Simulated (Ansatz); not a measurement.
# C2H5FGeO: energies of removing a hydrogen

Aim: energies of removing a hydrogen, for C2H5FGeO, run from a script.

Program: the Python package of Ansatz 0.2.0. Level of theory: r2SCAN+D3(BJ)/cc-pVDZ. These are calculated values, not measurements.

**1. The system**

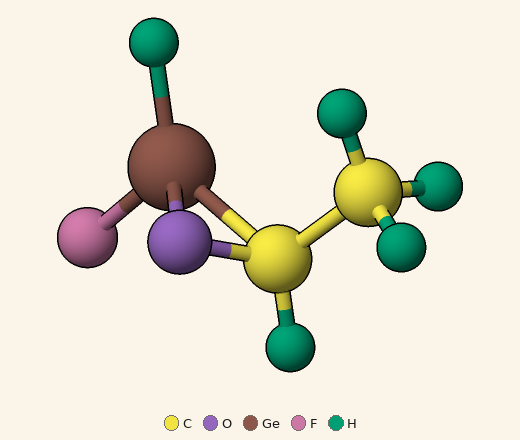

The starting structure, viewed from a chosen angle; carbon yellow, oxygen purple, germanium brown, fluorine pink, hydrogen teal.

The script holds or builds the structure itself.

**2. Script**

bde_c2h5fgeo.py

```python
import ansatz as az
from ase import Atoms

BASIS_SET = 'cc-pVDZ'
XC = 'r2scan'
VDW = 'd3bj'


def single_point(molecule, charge=0, unpaired=0):
    calc = molecule.calculation().basis(gaussian=BASIS_SET).functional(XC, dispersion=VDW)
    if charge:
        calc = calc.charge(charge)
    if unpaired:
        calc = calc.spin('collinear', total=unpaired)
    return calc.run().report['free_energy_ev']

def without(molecule, index):
    rest = az.Crystal.molecule()
    for i, site in enumerate(molecule.cartesian_sites):
        if i != index:
            rest = rest.atom(site.symbol, site.position_ang)
    return rest


def main() -> None:
    atoms = Atoms(['C', 'C', 'O', 'Ge', 'F', 'H', 'H', 'H', 'H', 'H'], positions=[
        (-0.8017, -0.0365, 1.1199),
        (-0.121, 0.6493, -0.0612),
        (1.1951, 0.5884, 0.0654),
        (0.8091, -0.579, -1.2625),
        (1.2604, 0.0745, -2.8123),
        (-0.9285, 0.7552, 1.9381),
        (-0.2932, -0.8946, 1.4797),
        (-1.8339, -0.2613, 0.7788),
        (-0.4644, 1.6358, -0.4351),
        (1.2613, -1.983, -0.8079),
    ])
    system = az.Crystal.molecule_from_ase(atoms)

    whole = single_point(system, 0)
    hydrogen = single_point(az.Crystal.molecule().atom('H', (0, 0, 0)), 0, 1)
    print(f'E(molecule) = {whole:.5f} eV, E(H) = {hydrogen:.5f} eV')
    for index in [7, 8, 9]:
        radical = single_point(without(system, index), 0, 1)
        print(f'H{index}: homolysis {(radical + hydrogen - whole):.3f} eV')
        anion = single_point(without(system, index), -1)
        print(f'H{index}: loss of a proton {(anion - whole):.3f} eV')


if __name__ == '__main__':
    main()
```

**3. The input behind the calls**

The package turns the script's settings into the engine's input (first run):

```yaml
crystal:
  periodic: [false, false, false]
  atoms:
    - { symbol: C, position_ang: [-0.8017, -0.0365, 1.1199] }
    - { symbol: C, position_ang: [-0.121, 0.6493, -0.0612] }
    - { symbol: O, position_ang: [1.1951, 0.5884, 0.0654] }
    - { symbol: Ge, position_ang: [0.8091, -0.579, -1.2625] }
    - { symbol: F, position_ang: [1.2604, 0.0745, -2.8123] }
    - { symbol: H, position_ang: [-0.9285, 0.7552, 1.9381] }
    - { symbol: H, position_ang: [-0.2932, -0.8946, 1.4797] }
    - { symbol: H, position_ang: [-1.8339, -0.2613, 0.7788] }
    - { symbol: H, position_ang: [-0.4644, 1.6358, -0.4351] }
    - { symbol: H, position_ang: [1.2613, -1.983, -0.8079] }
basis:
  gaussian:
    orbitals: cc-pVDZ
hamiltonian:
  xc: r2scan
  dispersion: d3bj
```

**4. Launch**

Launch:

```console
$ python bde_c2h5fgeo.py
```

The program printed:

```text
DeckWarning: the engine holds no damping parameters fitted to this dispersion correction and functional, so the run takes those fitted to r2scan beside the three-body term, which d3bj leaves out (hamiltonian.dispersion, under Limitations)
E(molecule) = -63432.51967 eV, E(H) = -13.58415 eV
H7: homolysis 4.639 eV
H7: loss of a proton 17.836 eV
H8: homolysis 4.256 eV
H8: loss of a proton 17.544 eV
H9: homolysis 2.861 eV
H9: loss of a proton 14.766 eV
```

(Warnings from the package without file and line.)

Run time: 91 s. Hardware: 1 thread of Arm Neoverse V2, shared host; peak memory 0.3 GiB.

**5. Inputs of later runs**

The engine's inputs for some of the other runs:

Run 4, against run 1:

```diff
@@ -11 +10,0 @@
-    - { symbol: H, position_ang: [-1.8339, -0.2613, 0.7788] }
@@ -19,0 +19 @@
+total_charge: -1.0
```

Run 5, against run 1:

```diff
@@ -12 +11,0 @@
-    - { symbol: H, position_ang: [-0.4644, 1.6358, -0.4351] }
@@ -19,0 +19,3 @@
+magnetization:
+  spin_polarized: true
+  initial_magnetization: 1.0
```

Run 8, against run 1:

```diff
@@ -13 +12,0 @@
-    - { symbol: H, position_ang: [1.2613, -1.983, -0.8079] }
@@ -19,0 +19 @@
+total_charge: -1.0
```

**6. What the script built**

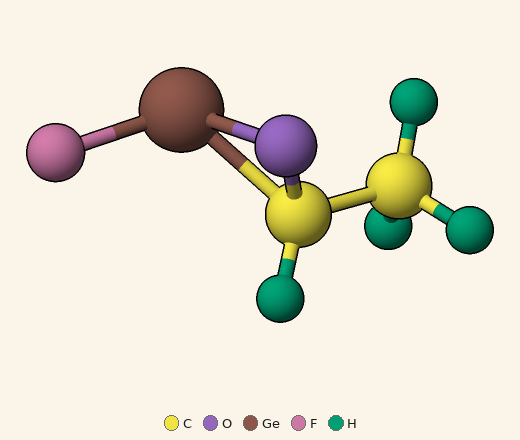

The system of run 8 as the script built it (9 atoms; carbon yellow, oxygen purple, germanium brown, fluorine pink, hydrogen teal).

Lines on the test bed's own set-up are left out of the output.

**7. The engine's runs**

One row for each of the 8 runs:

```csv
run,system,unpaired or total moment,energy (eV),<S²>,SCF cycles,CPU time (s)
1,C2H5FGeO,not set,-63432.5197,0.00,19,8.5
2,H,1,-13.5842,0.75,5,0.25
3,C2H4FGeO,1,-63414.2962,0.76,24,19
4,"C2H4FGeO, charge -1",not set,-63414.6842,0.00,23,8.7
5,C2H4FGeO,1,-63414.6798,0.76,21,18
6,"C2H4FGeO, charge -1",not set,-63414.9753,0.00,23,10
7,C2H4FGeO,1,-63416.0746,0.76,25,19
8,"C2H4FGeO, charge -1",not set,-63417.7541,0.00,18,7.9
```

Totals carry meaning only in balanced differences at one level of theory.

**8. Results**

```
                                              quantity                          value
weakest bond to hydrogen among those tried (homolysis)  H9 (counted from 0), 2.861 eV
            easiest loss of a proton among those tried                  H9, 14.766 eV
                                         runs compared                              8
```

In words: Atoms are numbered as in the script, from 0. The fragments aren't relaxed and zero-point energy is left out, so these aren't bond dissociation enthalpies. Losing a bare proton in the gas phase costs far more than homolysis, as charges must be parted. All 8 runs converged (5 to 25 cycles). What to keep in mind:
- The geometry is a force-field or estimated start, not a minimum of this method, and the basis set is short of its limit. All parts are taken at fixed geometry, without zero-point energy.
- Anions want diffuse functions, which this basis lacks.
- A dispersion term here runs with damping parameters fitted for another variant or functional.
